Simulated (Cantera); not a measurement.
Feed: 1 mol Si, 2 mol N2O, 470 mol H2, equilibrated at 1450 K.

Method: chemical equilibrium by Gibbs-energy minimisation in Cantera with the NASA 1993 tables (ideal gas, pure condensed phases). Candidate condensed phases: H2O, Si, SiO2, Si2N2O, Si3N4; 35 gas species. Mutual solubility and eutectic melting of coexisting phases are not modelled. The tables hold silica as quartz up to 1696 K and as liquid above; real silica turns to tridymite and cristobalite and melts near 1996 K. The numbers say what is thermodynamically allowed, not how fast it happens.

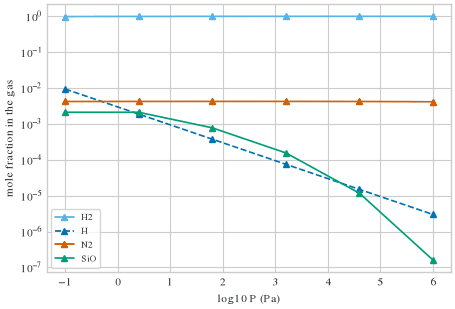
Equilibrium gas composition (values under 1e-9 drawn at 1e-9)

Q: Read off the mole fractions at 0.400 bar.

A: H2 about 1.00, N2 about 0.0042, H about 1.5e-5, SiO about 1.2e-5.
